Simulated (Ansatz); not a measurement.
# Carrier doping in Mg2Si

Base system: Mg2Si (space group Fm-3m, No. 225; a = 6.364 Å).

Carriers are added at fixed cell with a uniform background; the Fermi–Dirac width is that of 300 K.

Computed with Kohn–Sham DFT with the PBE functional, run in Ansatz (a quantum-chemistry and plane-wave program) with PAW and 420 eV plane waves, without spin-orbit coupling, earlier PAW set.

Notes on the quantities. Fermi level from band edge: Fermi level relative to the doped band's edge (positive inside the band; to 0.05 eV).

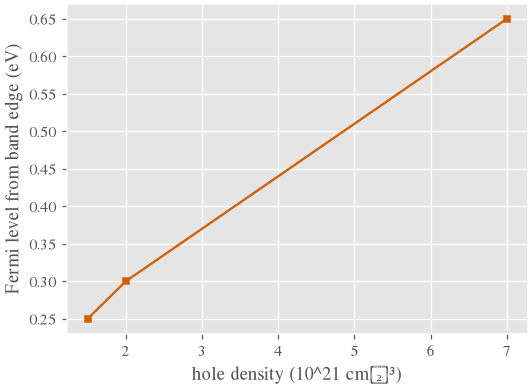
Figure. Fermi level from band edge against hole density

| hole density (10^21 cm⁻³) | Fermi level from band edge |
|---|---|
| 1.5 | +0.25 eV |
| 2 | +0.30 eV |
| 7 | +0.65 eV |

Charged cell with a jellium background: band edges are those of the host's band count, energies are not comparable with the neutral cell, and many-body gap narrowing is missing. No phonon test of stability was made.
